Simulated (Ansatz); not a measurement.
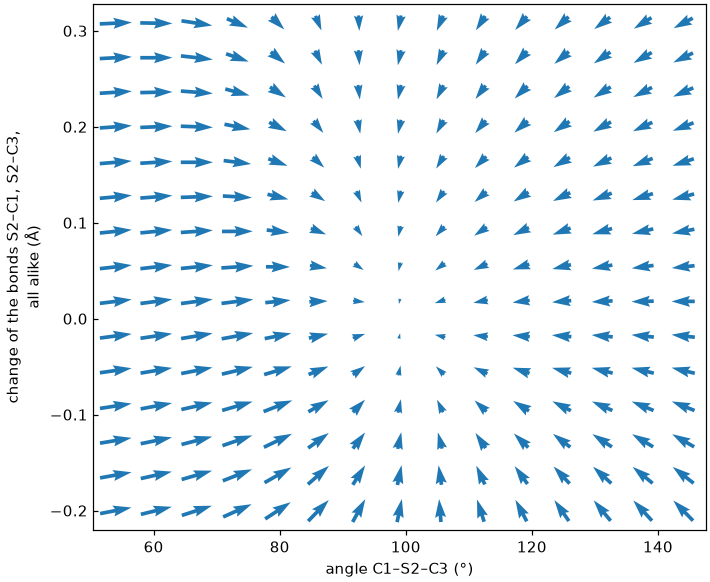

C2H5FS, SMILES CSCF. 
- The first coordinate is: angle C1–S2–C3; the second: change of the bonds S2–C1, S2–C3, all alike.
- Nothing is relaxed (all other coordinates rigid).
- The grid has 15 × 15 points.
- Points are written as (first, second).
- Computed with RKS PBE-D4/def2-SVP in Ansatz 0.2.0.

In the figure: arrows along the force (downhill), their lengths compressed.

> The arrows alone are given. Where is the energy lowest?

The arrows converge at about (99°, 0.000 Å) (read from the interpolated surface).

The energy map of the same scan:

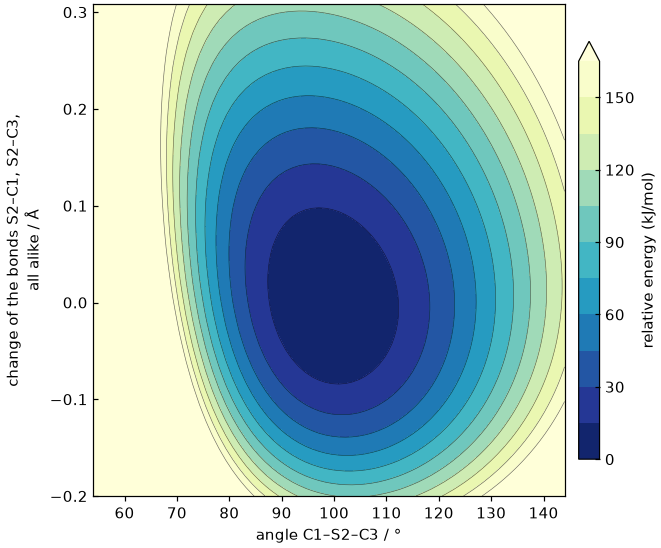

Energies are in kJ/mol, from the relaxed molecule at the same level; between grid points the surface is interpolated.
